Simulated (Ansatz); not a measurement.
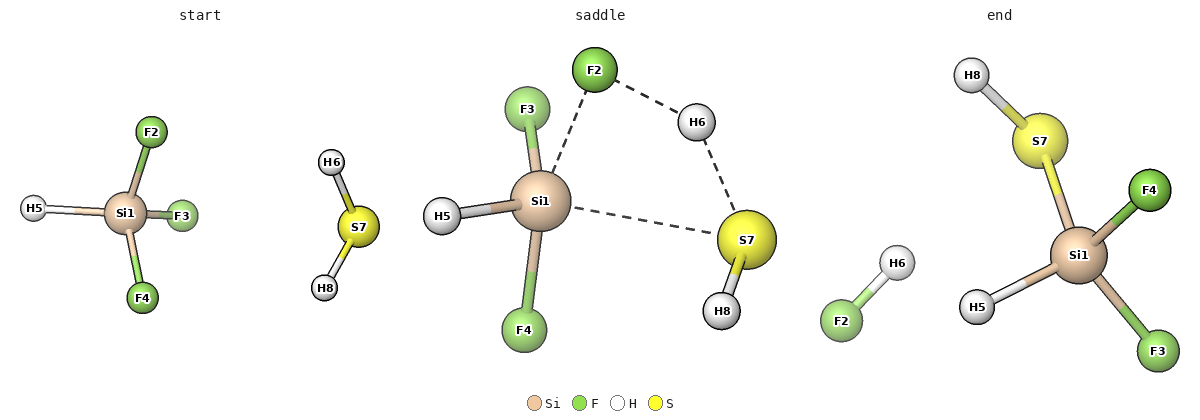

One elementary step of SiH₃SF₃: start, first-order saddle point (changing pairs dashed) and end. Electronic energies at PBE0-D4/def2-TZVP geometries, energies in def2-TZVPP, the Ansatz code 0.2.0; cores frozen in correlated methods, no zero-point terms. Start and end are the structures at the ends of the path (complexes, where there are several molecules). The limit is the MP2 basis limit plus CCSD(T) less MP2 in triple zeta. Lines between the levels only guide the eye.

Question: Which bonds change in the step?

Answer: Si1–S7 (3.78 → 2.32 → 2.13 Å) and F2–H6 (3.02 → 1.25 → 0.93 Å) form; Si1–F2 (1.57 → 1.88 → 3.58 Å) and H6–S7 (1.34 → 1.54 → 2.26 Å) break (lengths at start, saddle and end; changes of bond order aren't listed). The imaginary mode at the saddle is 823.1i cm⁻¹ (PBE0-D4).

Question: What are the heights of saddle and end over the start, in kcal/mol? Levels: CCSD(T) at the basis limit.

Answer:
```tsv
level	barrier	reverse barrier	step energy
CCSD(T) at the basis limit	45.8	24.8	21.0
```

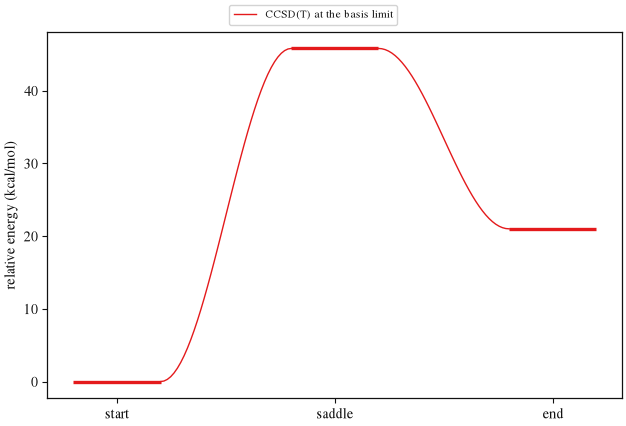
